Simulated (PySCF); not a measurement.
# C₆H₉NSi: NMR shifts and electronic excitations in gas and solvents

Aim: compute the NMR shifts and electronic excitations of C₆H₉NSi (`[SiH3]Cc1ccncc1`), and see what a dielectric continuum does where one was used.

Programs: PySCF 2.14.0, with density-fitted response routines of our own. Each step states its level of theory. These are calculated values for one molecule, in the gas phase or a continuum, unless marked as measured. Atoms are numbered from 0 throughout.

### 1 The starting structure

17 atoms, charge 0, multiplicity 1; geometry from: GFN2-xTB.

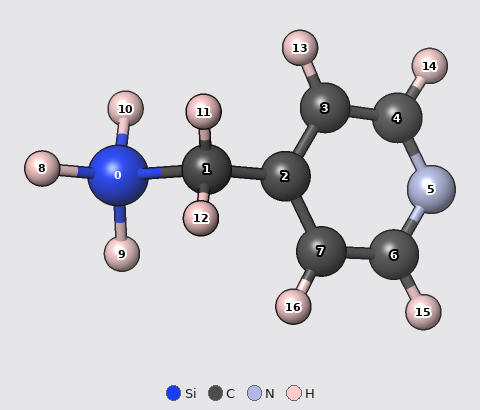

The starting geometry (silicon blue, carbon dark grey, nitrogen light blue, hydrogen pink), atoms numbered; sticks join atoms by distance.

### 2 Optimising the geometry at PBE0-D3(BJ)/def2-SVP

Job settings and geometry (Å):

```
{"job": {"xc": "PBE0", "basis": "def2-SVP", "d3": "d3bj", "grid": 1, "kind": "geom"}, "charge": 0, "multiplicity": 1}
Si     2.505129    -0.093976     0.513076
C      1.165139     0.092708    -0.841237
C     -0.188681     0.053223    -0.230739
C     -0.815267     1.210905     0.222937
C     -2.061517     1.113834     0.816160
N     -2.704336    -0.029684     0.985757
C     -2.111373    -1.132722     0.559885
C     -0.867745    -1.148278    -0.046416
H      3.814413    -0.049418    -0.139356
H      2.312339    -1.375228     1.192040
H      2.367271     1.007462     1.465746
H      1.314063     1.036799    -1.366107
H      1.273620    -0.713528    -1.567255
H     -0.335662     2.171748     0.107408
H     -2.576919     1.995644     1.175218
H     -2.667274    -2.048887     0.713888
H     -0.430199    -2.078572    -0.377635
```

The program printed:

```text
step   0  E = -577.54197823  max force = 0.015348
step   1  E = -577.54460742  max force = 0.002264
step   2  E = -577.54465145  max force = 0.000785
step   3  E = -577.54465092  max force = 0.000605
step   4  E = -577.54465570  max force = 0.000217
optimisation converged
```

Run time: 56 s. Hardware: 1 thread, shared host.

The steps of the relaxation:

```
step  energy from step 0 (eV)  largest force component (eV/Å)
   0                   0.0000                          0.7892
   1                  -0.0715                          0.1164
   2                  -0.0727                          0.0404
   3                  -0.0727                          0.0311
   4                  -0.0729                          0.0112
```

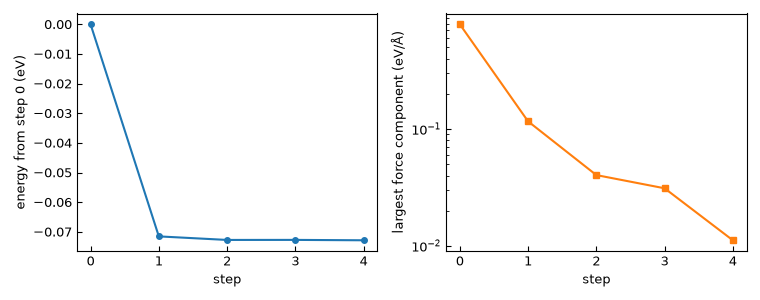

Energy and largest force along the relaxation.

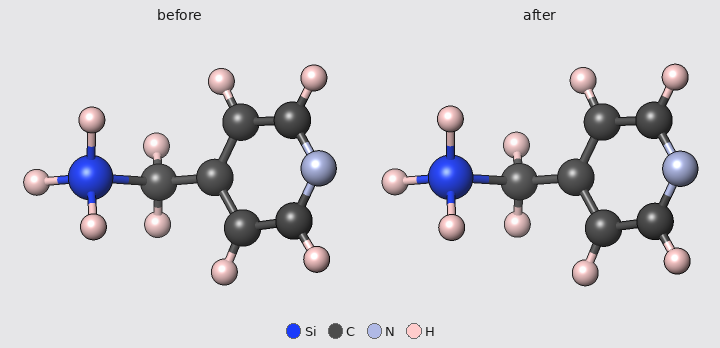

The geometry before (left) and after (right).

Distances of close pairs at the start and the end, largest changes first:

```
   bond  before (Å)  after (Å)  change (Å)
 Si0–H8       1.464      1.495      +0.032
Si0–H10       1.463      1.494      +0.031
 Si0–H9       1.463      1.494      +0.031
 Si0–C1       1.914      1.898      -0.016
 C6–H15       1.083      1.096      +0.014
 C4–H14       1.083      1.096      +0.014
 C7–H16       1.080      1.093      +0.013
 C3–H13       1.080      1.093      +0.013
```

The end geometry stands in the next job.

```
                         at the end point                value
  point group (found at 0.08 Å tolerance)                   Cs
rotational constants (GHz, main isotopes)  4.089, 0.998, 0.906
                        dipole moment (D)                 2.55
```

### 3 Nuclear shieldings: PBE0/pcSseg-1 in acetone

Job settings and geometry (Å):

```
{"job": {"kind": "nmr", "xc": "PBE0", "basis": "pcSseg-1", "solvent": "acetone", "pop": true}, "charge": 0, "multiplicity": 1}
Si     2.513586    -0.123083     0.546982
C      1.155352     0.058595    -0.766516
C     -0.207195     0.027711    -0.148974
C     -0.833900     1.192490     0.309268
C     -2.085283     1.102048     0.914685
N     -2.739872    -0.042135     1.094468
C     -2.146884    -1.152278     0.662769
C     -0.898352    -1.173869     0.045207
H      3.859377    -0.084937    -0.103617
H      2.349892    -1.423893     1.262418
H      2.412488     0.994876     1.532234
H      1.325680     1.006499    -1.301362
H      1.277441    -0.756874    -1.496977
H     -0.351526     2.166488     0.192983
H     -2.583906     2.010705     1.272253
H     -2.695812    -2.089380     0.813549
H     -0.468266    -2.122607    -0.286191
```

Level: GIAO PBE0/pcSseg-1 NMR shielding, non-relativistic, IEF-PCM acetone.

The program printed:

```text
coarse grid: 14784 points
cycle   1  E = -577.7098386120  dE =  1.042e+00  |g| = 3.457e-01  |ddm| = 3.869e+00
cycle   2  E = -577.7105327890  dE = -6.942e-04  |g| = 3.642e-01  |ddm| = 7.742e-01
cycle   3  E = -577.7408119358  dE = -3.028e-02  |g| = 6.105e-02  |ddm| = 3.527e-01
cycle   4  E = -577.7413879593  dE = -5.760e-04  |g| = 2.983e-02  |ddm| = 5.751e-02
cycle   5  E = -577.7415738296  dE = -1.859e-04  |g| = 7.224e-03  |ddm| = 3.135e-02
cycle   6  E = -577.7415850271  dE = -1.120e-05  |g| = 3.209e-03  |ddm| = 9.831e-03
cycle   7  E = -577.7415876728  dE = -2.646e-06  |g| = 4.481e-04  |ddm| = 2.827e-03
final grid: 138520 points
cycle   8  E = -577.7867202810  dE = -3.322e-05  |g| = 6.405e-03  |ddm| = 3.620e-02
cycle   9  E = -577.7867202851  dE = -4.106e-09  |g| = 6.581e-03  |ddm| = 1.346e-02
cycle  10  E = -577.7867311774  dE = -1.089e-05  |g| = 7.857e-04  |ddm| = 6.527e-03
cycle  11  E = -577.7867313005  dE = -1.231e-07  |g| = 2.579e-04  |ddm| = 7.687e-04
cycle  12  E = -577.7867313132  dE = -1.268e-08  |g| = 6.126e-05  |ddm| = 2.259e-04
cycle  13  E = -577.7867313139  dE = -6.625e-10  |g| = 3.487e-05  |ddm| = 8.634e-05
cycle  14  E = -577.7867313142  dE = -3.089e-10  |g| = 5.039e-06  |ddm| = 3.395e-05
converged SCF energy = -577.7867313142

GIAO shielding tensors (ppm)
atom      isotropic    diamagn.    paramagn.     s11        s22        s33       span
  0 Si     406.117     878.950    -472.833    369.951    387.093    461.306     91.355
  1 C      164.949     250.420     -85.471    145.776    156.469    192.603     46.826
  2 C       26.852     261.177    -234.324    -74.242    -22.602    177.401    251.643
  3 C       54.994     254.657    -199.662    -54.598     54.984    164.597    219.195
  4 C       28.866     251.987    -223.121    -80.776     23.761    143.615    224.391
  5 N      -67.905     335.115    -403.020   -350.503   -159.732    306.520    657.024
  6 C       28.841     251.997    -223.156    -80.830     23.747    143.606    224.436
  7 C       54.943     254.677    -199.734    -54.697     55.010    164.515    219.212
  8 H       27.077      27.786      -0.708     24.201     24.266     32.765      8.565
  9 H       27.488      28.794      -1.306     23.808     26.710     31.945      8.137
 10 H       27.488      28.796      -1.308     23.807     26.719     31.940      8.134
 11 H       28.783      30.631      -1.847     24.337     27.475     34.538     10.201
 12 H       28.786      30.639      -1.853     24.337     27.482     34.540     10.202
 13 H       23.893      33.317      -9.424     20.917     21.868     28.894      7.976
 14 H       22.628      28.740      -6.112     18.631     22.572     26.681      8.050
 15 H       22.627      28.754      -6.127     18.635     22.566     26.680      8.044
 16 H       23.892      33.330      -9.438     20.915     21.865     28.897      7.982
```

It took 28 s on 1 thread, shared host.

Shifts follow as δ = σ(reference) − σ, with reference shieldings (ppm) from runs at the same level and on the same kind of geometry: ¹H TMS 31.24, ¹³C TMS 185.4, ²⁹Si TMS 351.8, ¹⁵N NH3 268.4. The references are single molecules in the same continuum, so shifts against H2O, NH3, PH3, H3PO4 or CFCl3 are not on the usual liquid scales and can be off by tens of ppm. Atoms listed in one row are averaged.

```
      atoms                                               environment  σ (ppm)  δ (ppm)
         C2                               substituted aromatic carbon     26.9    158.6
     C4, C6                       aromatic CH next to a ring nitrogen     28.9    156.6
     C3, C7                                               aromatic CH     55.0    130.5
         C1                 sp3 CH2 bonded to Si, on an aromatic ring    164.9     20.5
   H14, H15        hydrogen on an aromatic CH next to a ring nitrogen    22.63     8.61
   H13, H16                                hydrogen on an aromatic CH    23.89     7.35
H8, H9, H10                         hydrogen on a silicon bonded to C    27.35     3.89
   H11, H12  hydrogen on an sp3 CH2 bonded to Si, on an aromatic ring    28.78     2.46
        Si0                                  silicon bonded to C, 3 H    406.1    -54.3
         N5                               pyridine-type ring nitrogen    -67.9    336.3
```

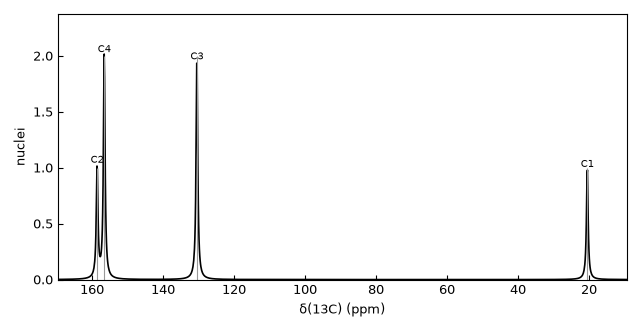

¹³C lines at the computed shifts, without couplings. Lines are broadened to a width of 0.55 ppm (Lorentzian).

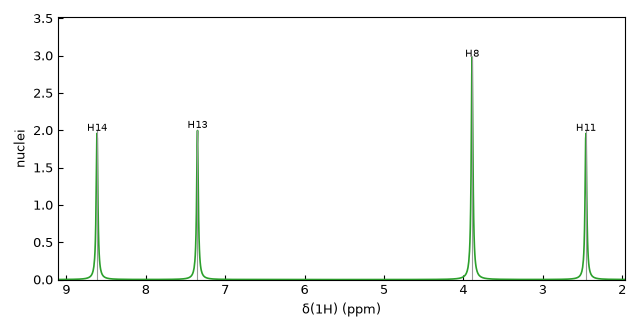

¹H lines at the computed shifts, without couplings. Lines are broadened to a width of 0.02 ppm (Lorentzian).

Charges from the same density, by scheme (e):

```
 atoms  Mulliken    IAO  Hirshfeld  ESP fit
   Si0      0.52   0.61       0.32     0.51
    C1     -0.39  -0.54      -0.15    -0.45
    C2     -0.22   0.05       0.02     0.63
C3, C7     -0.14  -0.20      -0.06    -0.75
C4, C6      0.15  -0.02       0.01     0.57
    N5     -0.47  -0.33      -0.21    -0.83
```

Hirshfeld charges:

Si0 0.32; C1 -0.15; C2 0.02; C3 -0.06; C4 0.01; N5 -0.21; C6 0.01; C7 -0.06; H8 -0.08; H9 -0.08; H10 -0.08; H11 0.06; H12 0.06; H13 0.06; H14 0.05; H15 0.05; H16 0.06

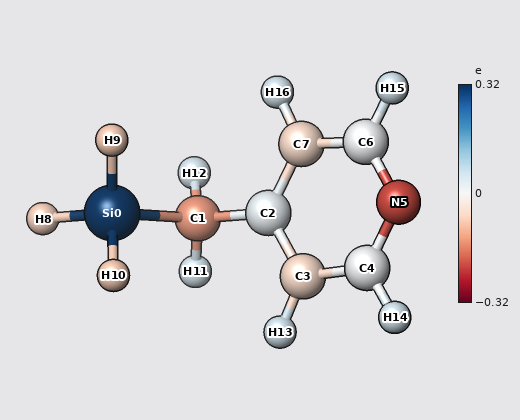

Hirshfeld charges, as colours on the atoms.

Mayer bond orders: Si0–C1 0.89, C1–C2 1.07, C2–C3 1.37, C3–C4 1.43, C4–N5 1.46, N5–C6 1.46, C6–C7 1.43, C7–C2 1.37.

Ring of atoms C2, C3, C4, N5, C6, C7: NICS(0) -7.0, NICS(1) -10.9, NICS(1)zz -27.1 ppm (means of both faces).

### 4 Excited states and response: wB97X-D/def2-SVPD

Settings changed since step 3:

```diff
@@ -1,2 +1,2 @@
-{"job": {"kind": "nmr", "xc": "PBE0", "basis": "pcSseg-1", "solvent": "acetone", "pop": true}, "charge": 0, "multiplicity": 1}
+{"job": {"kind": "uv", "xc": "wB97X-D", "basis": "def2-SVPD", "dynamic": true, "nstates": 6, "ntriplets": 0}, "charge": 0, "multiplicity": 1}
 Si     2.513586    -0.123083     0.546982
```

Level: TDDFT wB97X-D/def2-SVPD, vertical, gas phase, core orbitals frozen in the response.

The program printed:

```text
coarse grid: 14784 points
cycle   1  E = -577.7824776545  dE =  1.256e+00  |g| = 3.481e-01  |ddm| = 8.146e+00
cycle   2  E = -577.7996961274  dE = -1.722e-02  |g| = 3.138e-01  |ddm| = 2.882e+00
cycle   3  E = -577.8197239458  dE = -2.003e-02  |g| = 6.376e-02  |ddm| = 2.028e+00
cycle   4  E = -577.8206367505  dE = -9.128e-04  |g| = 2.845e-02  |ddm| = 3.387e-01
cycle   5  E = -577.8208480536  dE = -2.113e-04  |g| = 6.626e-03  |ddm| = 1.173e-01
cycle   6  E = -577.8208617940  dE = -1.374e-05  |g| = 2.057e-03  |ddm| = 2.914e-02
cycle   7  E = -577.8208632637  dE = -1.470e-06  |g| = 7.368e-04  |ddm| = 9.497e-03
final grid: 138520 points
cycle   8  E = -577.9018356915  dE = -1.026e-04  |g| = 4.596e-03  |ddm| = 2.975e-01
cycle   9  E = -577.9018370931  dE = -1.402e-06  |g| = 4.483e-03  |ddm| = 2.848e-02
cycle  10  E = -577.9018412352  dE = -4.142e-06  |g| = 7.309e-04  |ddm| = 2.893e-02
cycle  11  E = -577.9018413624  dE = -1.272e-07  |g| = 3.686e-04  |ddm| = 3.133e-03
cycle  12  E = -577.9018414011  dE = -3.864e-08  |g| = 7.254e-05  |ddm| = 2.825e-03
cycle  13  E = -577.9018414031  dE = -2.037e-09  |g| = 3.175e-05  |ddm| = 6.044e-04
cycle  14  E = -577.9018414035  dE = -4.175e-10  |g| = 9.413e-06  |ddm| = 2.701e-04
converged SCF energy = -577.9018414035

Static polarisability (au): isotropic 102.828, principal 75.812 104.297 128.375

Singlet excitations
state   eV       nm        f      main configurations
  1   5.1288    241.7   0.00559   H->L 0.93
  2   5.3250    232.8   0.00000   H->L+1 0.97
  3   5.5375    223.9   0.01806   H-1->L 0.61, H-2->L+1 0.35
  4   6.1704    200.9   0.05232   H-2->L 0.63, H-1->L+1 0.34
  5   6.9322    178.9   0.29776   H-2->L+1 0.60, H-1->L 0.34
  6   6.9786    177.7   0.79918   H-1->L+1 0.62, H-2->L 0.31
```

It took 59 s on 1 thread, shared host.

The orbitals next to the gap, with their largest atomic shares:

```
orbital      eV                        atoms
 HOMO−3  -11.57  Si0 33 %, H9 20 %, H10 20 %
 HOMO−2   -9.48    N5 20 %, C2 19 %, C1 12 %
 HOMO−1   -9.41    C3 21 %, C7 21 %, C6 20 %
   HOMO   -9.29    N5 58 %, C6 10 %, C4 10 %
   LUMO    0.89    C2 22 %, N5 20 %, C6 10 %
 LUMO+1    1.21    C4 18 %, C6 18 %, C7 17 %
 LUMO+2    1.90    Si0 35 %, C1 10 %, H8 7 %
```

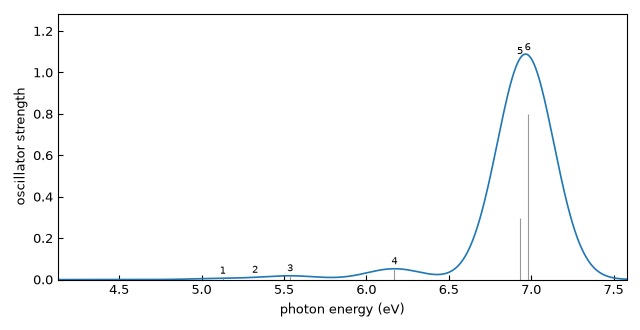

Absorption spectrum from the 6 singlet states computed; above the last one it falls off for lack of states. Lines are broadened to a width of 0.40 eV (Gaussian).

Ground-state properties from the same run:

```
           property  computed
  dipole moment (D)      2.70
polarisability (Å³)     15.24
 HOMO–LUMO gap (eV)     10.17
      −ε(HOMO) (eV)      9.29
C6 with itself (au)      3873
```

### 5 TDDFT and polarisability: wB97X-D/def2-SVPD in acetone

Settings changed since step 4:

```diff
@@ -1,2 +1,2 @@
-{"job": {"kind": "uv", "xc": "wB97X-D", "basis": "def2-SVPD", "dynamic": true, "nstates": 6, "ntriplets": 0}, "charge": 0, "multiplicity": 1}
+{"job": {"kind": "uv", "xc": "wB97X-D", "basis": "def2-SVPD", "solvent": "acetone", "nstates": 6, "ntriplets": 0}, "charge": 0, "multiplicity": 1}
 Si     2.513586    -0.123083     0.546982
```

Method: TDDFT wB97X-D/def2-SVPD, vertical, IEF-PCM acetone (non-equilibrium linear response), core orbitals frozen in the response.

The program printed:

```text
coarse grid: 14784 points
cycle   1  E = -577.7941703206  dE =  1.244e+00  |g| = 3.322e-01  |ddm| = 8.193e+00
cycle   2  E = -577.8131391536  dE = -1.897e-02  |g| = 2.762e-01  |ddm| = 2.653e+00
cycle   3  E = -577.8282846014  dE = -1.515e-02  |g| = 5.474e-02  |ddm| = 1.697e+00
cycle   4  E = -577.8290320120  dE = -7.474e-04  |g| = 2.367e-02  |ddm| = 4.033e-01
cycle   5  E = -577.8291787651  dE = -1.468e-04  |g| = 5.286e-03  |ddm| = 8.041e-02
cycle   6  E = -577.8291887248  dE = -9.960e-06  |g| = 1.620e-03  |ddm| = 6.379e-02
final grid: 138520 points
cycle   7  E = -577.9100900815  dE = -1.035e-04  |g| = 4.875e-03  |ddm| = 2.891e-01
cycle   8  E = -577.9100920651  dE = -1.984e-06  |g| = 4.555e-03  |ddm| = 2.843e-02
cycle   9  E = -577.9100963398  dE = -4.275e-06  |g| = 6.090e-04  |ddm| = 3.162e-02
cycle  10  E = -577.9100964610  dE = -1.213e-07  |g| = 3.295e-04  |ddm| = 6.489e-03
cycle  11  E = -577.9100964941  dE = -3.307e-08  |g| = 7.499e-05  |ddm| = 3.869e-03
cycle  12  E = -577.9100964974  dE = -3.341e-09  |g| = 3.330e-05  |ddm| = 1.475e-03
cycle  13  E = -577.9100964980  dE = -5.238e-10  |g| = 9.909e-06  |ddm| = 6.039e-04
converged SCF energy = -577.9100964980

Static polarisability (au): isotropic 141.957, principal 104.420 149.843 171.608

Singlet excitations
state   eV       nm        f      main configurations
  1   5.3435    232.0   0.00821   H-2->L 0.84, H-1->L 0.09
  2   5.5280    224.3   0.02835   H->L 0.49, H-1->L+1 0.27, H-1->L 0.13
  3   5.5921    221.7   0.00142   H-2->L+1 0.92
  4   6.0988    203.3   0.10701   H-1->L 0.49, H->L+1 0.21, H->L 0.13
  5   6.7885    182.6   0.37384   H-1->L+1 0.45, H->L 0.25, H->L+1 0.12
  6   6.8069    182.1   0.93571   H->L+1 0.54, H-1->L 0.18, H-1->L+1 0.15
```

It took 50 s on 1 thread, shared host.

This run: HOMO -9.42 eV, LUMO 0.88 eV; lowest singlet 5.34 eV.

### 6 Run by run: electronic excitations

Excitations and ground-state properties, with basis size and wall time:

```
                         run  lowest singlet (eV)  brightest (eV)      f  gap (eV)  α (Å³)  μ (D)  functions  time
           wB97X-D/def2-SVPD                 5.13            6.98  0.799     10.17   15.24   2.70        236  59 s
wB97X-D/def2-SVPD in acetone                 5.34            6.81  0.936     10.30   21.04   3.89        236  50 s
```

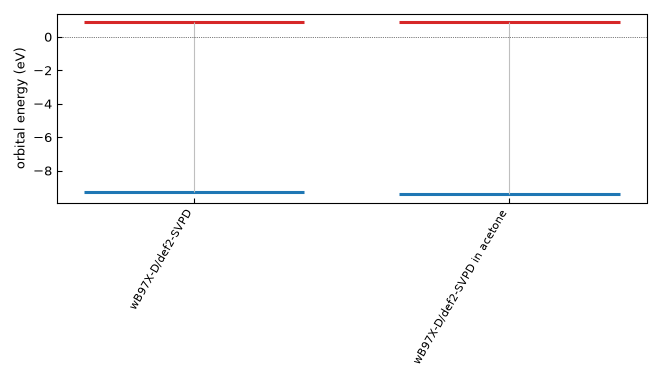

HOMO (blue) and LUMO (red) run by run.

### 7 Results

| quantity | value |
| --- | --- |
| point group | Cs |
| rotational constants (main isotopes) | 4.09, 1.00, 0.91 GHz |
| ¹³C shifts against TMS (PBE0/pcSseg-1, acetone, means over atoms taken as alike) | 158.6, 156.6, 130.5, 20.5 ppm |
| ¹H shifts against TMS (PBE0/pcSseg-1, acetone, means over atoms taken as alike) | 8.61, 7.35, 3.89, 2.46 ppm |
| ²⁹Si shifts against TMS (PBE0/pcSseg-1, acetone) | -54.3 ppm |
| ¹⁵N shifts against NH3 (PBE0/pcSseg-1, acetone) | 336.3 ppm |
| lowest singlet (wB97X-D/def2-SVPD) | 5.13 eV (242 nm), f = 0.006 |
| brightest single state of those computed | state 6, 6.98 eV, f = 0.799 |
| range of the lowest singlet | 5.13 to 5.34 eV |

**Reading.** Over 4 steps the energy fell by 0.073 eV; of the close pairs, Si0–H8 changed most, 1.464 to 1.495 Å. At PBE0/pcSseg-1: The largest span, 657 ppm, is at N5, where the paramagnetic term is -403 ppm. NICS(1)zz of -27 ppm above the planar ring from C2 marks a diatropic (aromatic) ring current. The first singlet state (HOMO→LUMO 0.93) lies at 5.13 eV and is weak; of the 6 states computed, the strongest absorption comes from state 6 at 6.98 eV (the last computed, so partners may be missing). The lowest singlet runs from 5.13 eV (wB97X-D/def2-SVPD) to 5.34 eV (wB97X-D/def2-SVPD in acetone), while the orbital gap spans 10.17 to 10.30 eV. The lowest state need not be the same one in every run.
